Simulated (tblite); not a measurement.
# C4H13FGeSi2: the cost of one run

The runs use tblite 0.8.0 and PySCF 2.14.0, with density-fitted response routines of our own; the level of theory stands in each step. All values are computed, except where a source is named. Atoms are numbered from 0 throughout.

### 1 Starting geometry

21 atoms, charge 0, multiplicity 1; geometry from: force field or distance geometry start.

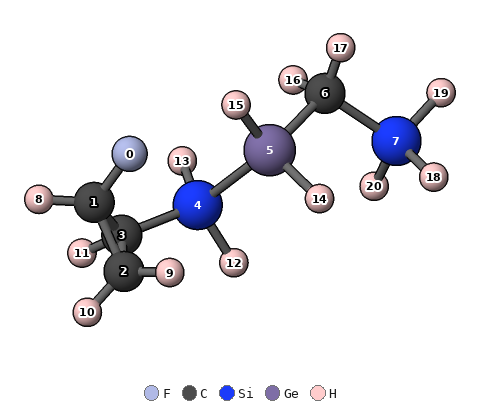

As it starts; fluorine light blue, carbon dark grey, silicon blue, germanium purple, hydrogen pink, atoms numbered.

### 2 Relaxing the molecule with GFN2-xTB

The job: settings as JSON, then the geometry in Å.

```
{"job": {"kind": "relax", "xc": "GFN2-xTB", "basis": "xTB"}, "charge": 0, "multiplicity": 1}
F     -2.186900    -1.104600    -1.419700
C     -2.994100    -0.610300    -0.420700
C     -2.990300     0.899200    -0.265300
C     -2.394300     0.052100     0.789800
Si    -0.578000     0.033800     1.120300
Ge     0.719500    -0.170200    -0.762100
C      2.451400    -0.886100    -0.187500
Si     3.584900     0.480500     0.444700
H     -3.963200    -1.128900    -0.219100
H     -2.357000     1.386300    -1.032200
H     -3.991500     1.352800    -0.059200
H     -3.037300    -0.053100     1.712600
H     -0.200200     1.307400     1.779400
H     -0.204700    -1.047700     2.039700
H      1.048900     1.221000    -1.406100
H      0.166500    -1.138700    -1.799300
H      2.232400    -1.516300     0.717900
H      2.925100    -1.514700    -0.958800
H      3.693200     1.584600    -0.501100
H      4.915400    -0.102500     0.608300
H      3.151300     0.972100     1.759000
```

Launch:

```bash
OMP_NUM_THREADS=1 python probes_run.py task.json out
```

This one command runs all jobs of the session in turn.

Q: Estimate the wall time and peak memory of this first job on 1 thread of Arm Neoverse N1, shared host.

About 3.8 s, with a peak of 0.18 GiB.
